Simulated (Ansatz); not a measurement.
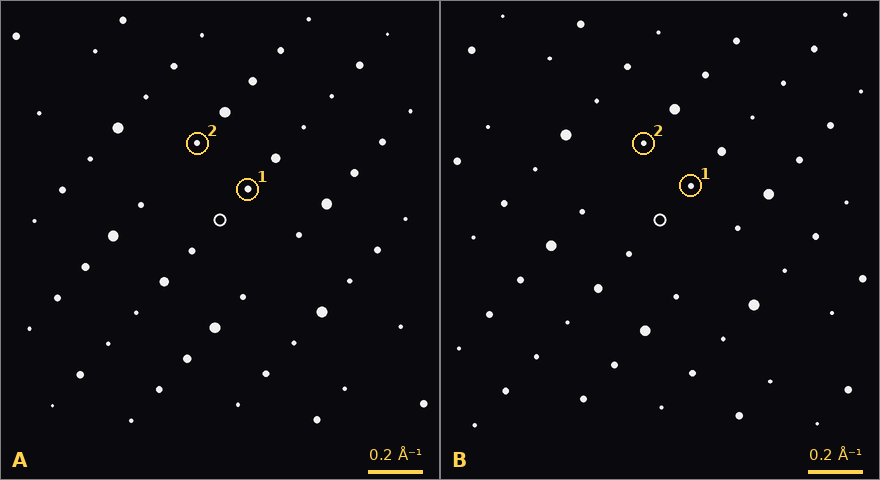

Kinematic electron diffraction patterns (120 kV, B = 0.5 Å², same scale) along [100] of the run's own cell, for the start and the end of one relaxation of Na3C with DFT PBE, scalar-relativistic, plane waves, PAW (Ansatz 0.2.0). k mesh 6×6×10. The start is a generated model structure, and the relaxation ends in the nearest stationary point of its symmetry, not necessarily the ground state. Spot 1 is 0 -1 0 and spot 2 is 0 -1 -1 in both.

Start structure:

```yaml
crystal:
  lattice:
    - [6.75756, 0.00000, 0.00000]
    - [-3.37878, 5.85222, 0.00000]
    - [0.00000, 0.00000, 4.25520]
  atoms:
    - { symbol: Na, position: [0.80583, 0.61166, 0.25000] }
    - { symbol: Na, position: [0.19417, 0.80583, 0.75000] }
    - { symbol: Na, position: [0.38834, 0.19417, 0.25000] }
    - { symbol: Na, position: [0.19417, 0.38834, 0.75000] }
    - { symbol: Na, position: [0.80583, 0.19417, 0.25000] }
    - { symbol: Na, position: [0.61166, 0.80583, 0.75000] }
    - { symbol: C, position: [0.33333, 0.66667, 0.25000] }
    - { symbol: C, position: [0.66667, 0.33333, 0.75000] }
```

Which pattern belongs to the start structure, and which to the relaxed one?

Answer. B is the start: its cell gives d(1) = 5.852 Å, d(2) = 3.442 Å and an angle of 54.0°. A is the relaxed structure, with d(1) = 6.467 Å (+10.5 %), d(2) = 3.358 Å (-2.4 %) and 58.7°.

Name reflections whose intensity changes strongly on relaxation.

Answer. 0 1 0 goes from 6.8 to 16 % of the strongest spot; 0 3 -1 goes from 16 to 29 % of the strongest spot.

What did the relaxation do to the structure and the energy?

Answer. The volume changed by +12.8 % to 23.72 Å³ an atom; with the mean shift removed, the atoms moved by up to 0.10 Å relative to the cell (Na most); the space group stayed P6_3/mmc (No. 194); the free energy fell by 8.3 meV an atom. Relaxed cell: a = 7.467 Å, b = 7.467 Å, c = 3.930 Å, α = 90.00°, β = 90.00°, γ = 120.00°.
